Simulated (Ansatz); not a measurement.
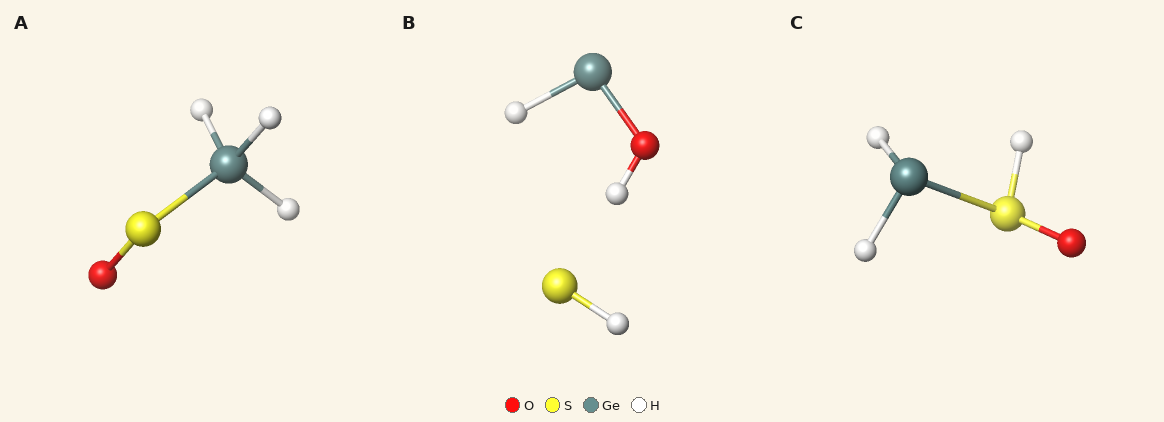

3 stationary structures of one formula. The species has charge −1 and is a spin singlet. Geometries: PBE0-D4/def2-TZVPD. Electronic energies: RHF-CCSD(T) (frozen core)/def2-TZVPPD (Ansatz 0.2.0), without zero-point energy. No frequency run is at hand to confirm each as a minimum.

Which is lowest in energy, and by how much?

B is lowest (Cs); A lies 26.4 kcal/mol above it (Cs), C lies 31.9 kcal/mol above it (C1).
